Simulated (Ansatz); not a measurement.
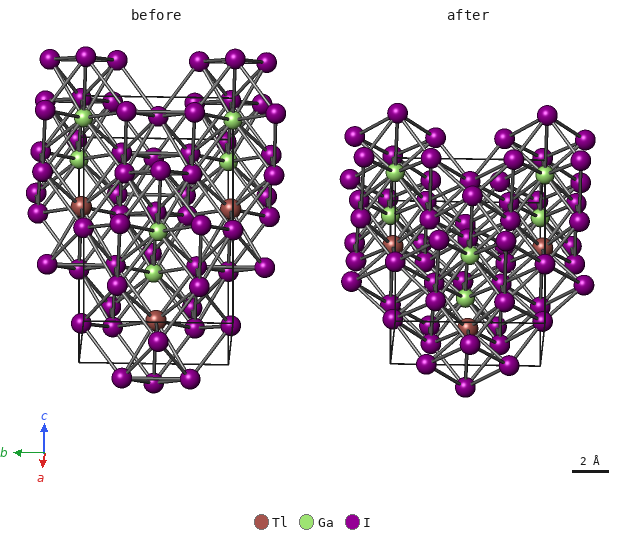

The structure of crystalline TlGaI₆ (built on the LaYMg6-38 type type) before (left) and after (right) a relaxation, at one scale.

The picture is a ball-and-stick view of the conventional cell (2 times the calculation's cell), seen from a free direction. Lengths and directions refer to the drawn axes.

Level of theory: DFT, PBEsol, plane waves, PAW in Ansatz 0.2.0. Settings: plane-wave cutoff 420 eV; k-point mesh 4 × 4 × 4; occupations fermi dirac; smearing width 0.03 eV; no spin polarisation; cell and atoms relaxed; force threshold 0.01 eV/Å; at most 120 steps.

### What changed between the two?

The run was cut off at its time limit before the relaxation converged, so the last structure is only a point on the way. After 8 geometry steps the energy has fallen by 328 meV per atom. Largest force component: 0.23 eV/Å at the start, 0.18 eV/Å at the end. Pressure: −3.21 GPa at the start and 0.77 GPa at the end. An I atom moves most relative to the cell: 0.60 Å along +c. Largest moves by element: I 0.60 Å, Ga 0.07 Å, Tl 0.07 Å. The drawn cell changes as follows: a 6.248 → 6.446 Å (+3.2 %), b 8.383 → 8.404 Å (+0.3 %), c 13.608 → 9.859 Å (−27.5 %); the volume changes by −25.1 %. Near-neighbour distances that change, for instance: Ga–I 3.985 → 3.122 Å, I–I 4.064 → 3.246 Å, I–I 3.831 → 4.642 Å, I–I 4.026 → 3.221 Å. The space group stays Amm2 (No. 38). Cost: 5.7 min on 4 threads of Intel(R) Xeon(R) Processor @ 2.50GHz (Skylake/Cascade Lake), on a shared host, peak memory 1.1 GiB.

Limits of the set-up: layers or molecules are held without a dispersion correction, so their spacing is unreliable.
